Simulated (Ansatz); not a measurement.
Input

```
crystal:
  periodic: [false, false, false]
  atoms:
    - {symbol: C, position_ang: [-0.488622, 1.455761, 0.030280]}
    - {symbol: C, position_ang: [0.114410, 0.516518, 0.789641]}
    - {symbol: C, position_ang: [-0.258522, -0.898108, 0.869651]}
    - {symbol: In, position_ang: [0.569878, -1.038227, -1.171640]}
    - {symbol: H, position_ang: [-1.429071, 1.259591, -0.476061]}
    - {symbol: H, position_ang: [-0.088704, 2.458967, -0.038824]}
    - {symbol: H, position_ang: [1.046206, 0.795872, 1.280061]}
    - {symbol: H, position_ang: [-1.326230, -1.098990, 0.815731]}
    - {symbol: H, position_ang: [0.230928, -1.457585, 1.659509]}
    - {symbol: H, position_ang: [2.272124, -0.978867, -1.372904]}
    - {symbol: H, position_ang: [-0.642397, -1.014921, -2.385463]}
basis:
  gaussian: {orbitals: def2-TZVPP}
hamiltonian: {xc: pbe0, dispersion: d4}
output: {orbitals: {seedname: orbitals}}
```

Launched as:

```sh
ansatz run in.yaml --threads 4 --pin off --events-out ev --progress --plain --max-ram 10444MiB
```

Geometry: PBE0-D4/def2-TZVP; core potentials replace the inner electrons of In.

All numbers below come from Ansatz, RKS PBE0-D4/def2-TZVPP.

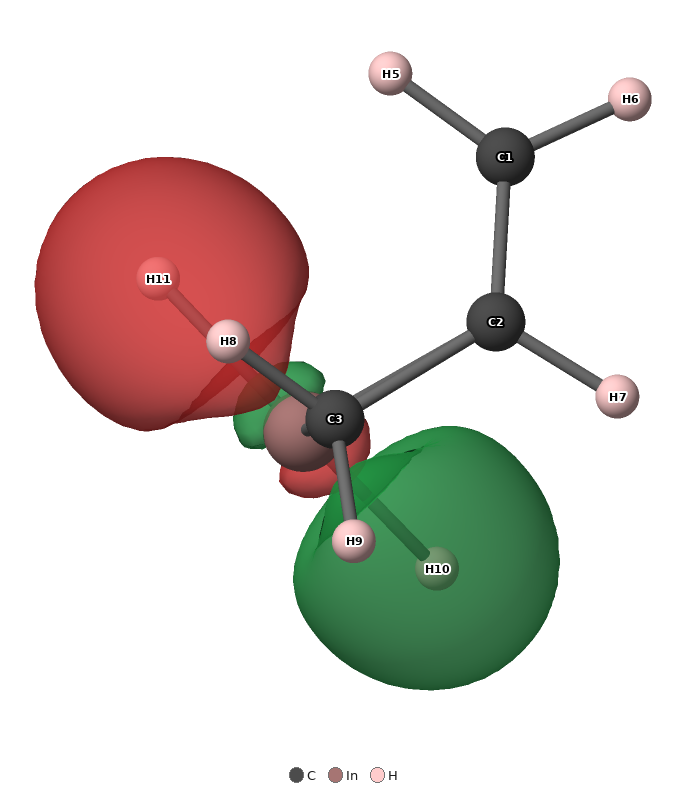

C3H7In. The HOMO−1 at ±0.15 Å⁻³ᐟ² (green and red are the two phases), seen at an oblique angle.

> Describe this orbital and give its energy.

Its weight (Hirshfeld) is mainly on In4 (about 40 %), H11 (about 30 %) and H10 (about 30 %). Its energy is −8.14 eV.
